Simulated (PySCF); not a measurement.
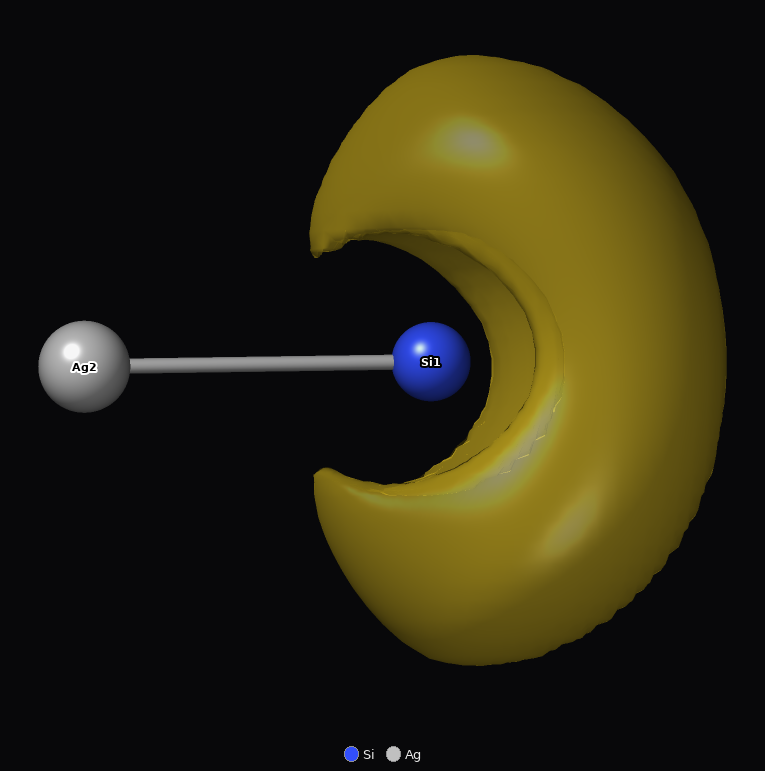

The picture shows: SiAg (doublet). Isosurface of the electron localisation function at 0.8 (yellow), seen from one side. Core shells and regions of very low density are left out.

Theory: PBE0/x2c-TZVPPall, spin-free X2C-1e, Gaussian nucleus, at a bond length of 2.394 Å in PySCF 2.14.0.

What do the ELF domains correspond to?

Answer. The surface consists of one lobe on Si, pointing away from the bonds (non-bonding electrons).

Values along the shortest contacts:
Si–Ag (2.39 Å): the ELF peaks at about 0.70 in the valence shell of Si, 1.0 Å from its nucleus, and is about 0.45 at the midpoint.
